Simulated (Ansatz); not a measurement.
# GaH$_{3}$O···H$_{2}$: what the fields show

Input file:

```
crystal:
  periodic: [false, false, false]
  atoms:
    - { symbol: Ga, position_ang: [-0.064142, -0.230447, 0.055838] }
    - { symbol: O, position_ang: [-0.026571, -0.302157, 1.847496] }
    - { symbol: H, position_ang: [-0.885197, -0.42861, 2.261433] }
    - { symbol: H, position_ang: [1.349853, -0.165607, -0.597124] }
    - { symbol: H, position_ang: [-1.460221, -0.265656, -0.654637] }
    - { symbol: H, position_ang: [0.169513, 2.399578, 0.901596] }
    - { symbol: H, position_ang: [0.155863, 1.855498, 1.360298] }
basis:
  gaussian: { orbitals: def2-mTZVP }
hamiltonian:
  xc: pbe0
relax:
  f_tol: 0.03
  max_steps: 50
output:
  orbitals: {}
```

Run with:

```sh
ansatz run input.yaml --threads 2 --pin off --max-ram 3072MiB --backend cpu --events-out ev --progress --plain --runs-dir out
```

The fields are those of the relaxed geometry.

All numbers below come from RKS PBE0/def2-mTZVP in Ansatz.

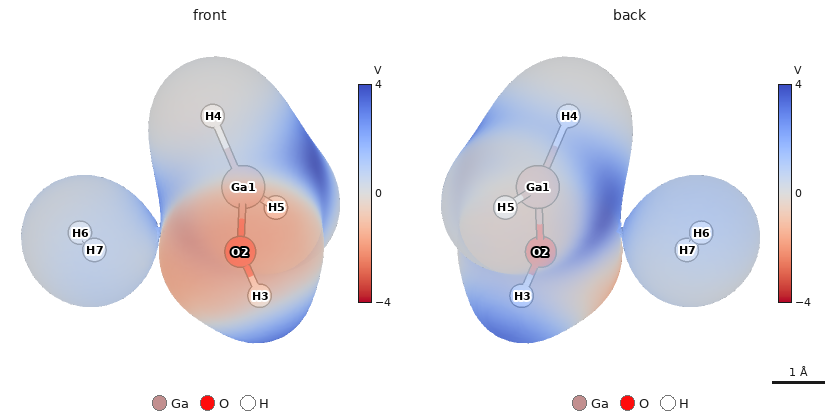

Figure 1. The electrostatic potential painted on the density surface at 0.004 e/bohr³, seen from the front and from behind; the colour scale runs from red (negative) to blue (positive).

Q: Where is the surface potential most negative and most positive?

A: The most negative region (about −2.0 V, or −46 kcal/mol for a unit charge) lies over O2, the most positive (about +3.8 V, or +88 kcal/mol for a unit charge) over Ga1. O2 is the likeliest acceptor of a hydrogen bond.

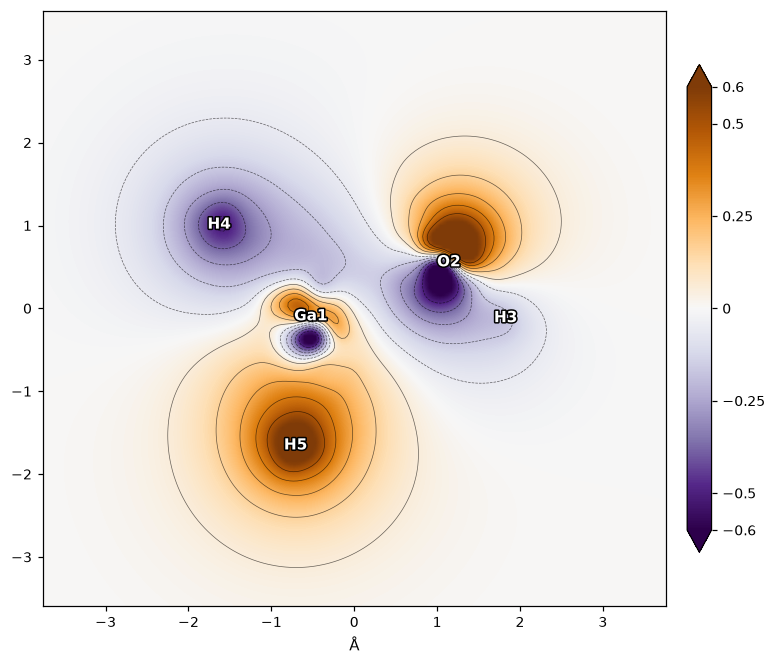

Figure 2. One frontier orbital on the plane of atoms O2, Ga1 and H4 (values in Å⁻³ᐟ²; the overall sign is arbitrary).

Q: Which orbital is it: HOMO or LUMO?

A: The HOMO, at −8.56 eV. By Hirshfeld shares it lies mainly on H5 (about 30 %), Ga1 (about 30 %), O2 (about 25 %) and H4 (about 15 %).

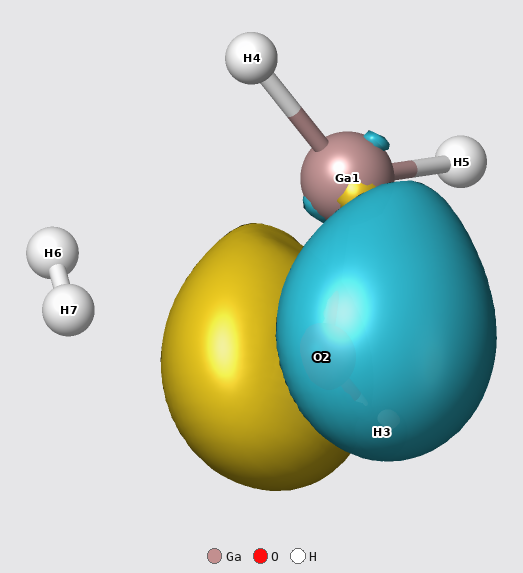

Figure 3. The HOMO−1 at ±0.1 Å⁻³ᐟ² (yellow and cyan are the two phases), seen at a tilt.

Q: Where does this orbital lie, and at what energy?

A: By Hirshfeld shares it lies mainly on O2 (about 80 %) and Ga1 (about 10 %); largely a lone pair of O2. Its energy is −8.82 eV.
